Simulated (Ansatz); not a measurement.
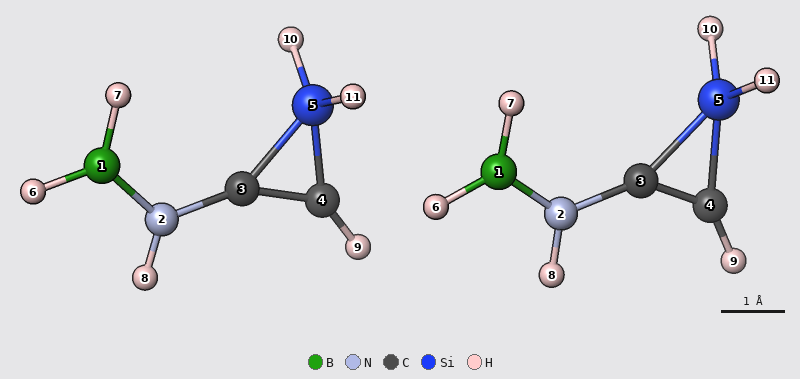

Two geometries of C2H6BNSi, drawn at one scale. One is the start of a relaxation, the other its converged end. A ball-and-stick model, seen from a free direction.

Computed with RKS PBE0-D4/STO-3G in Ansatz 0.2.0. (no spin polarisation; force threshold 0.015 eV/Å; at most 40 steps)

Which of the two is the end point?

The right one is the relaxed one. The run prepares an end point of a later path (torsion) calculation, from a guessed geometry. The atom that moves furthest after the best rigid fit is H9 (0.46 Å). Largest moves by element: H 0.46 Å, C 0.21 Å, B 0.13 Å, Si 0.13 Å, N 0.11 Å. Near-neighbour distances that change, for instance: C4–Si5 1.653 → 1.801 Å, B1–N2 1.534 → 1.394 Å, C3–C4 1.414 → 1.336 Å, C3–Si5 1.749 → 1.796 Å. Bond angles that change, for instance: H10–Si5–H11 128.2° → 112.8°, N2–C3–C4 151.7° → 138.8°, C3–Si5–H10 111.7° → 120.6°. Over 7 geometry steps the energy falls by 146.1 kJ/mol. The largest force component goes from 5.2 to 0.013 eV/Å.

Limits of the set-up: STO-3G is a minimal basis, so the numbers are rough.
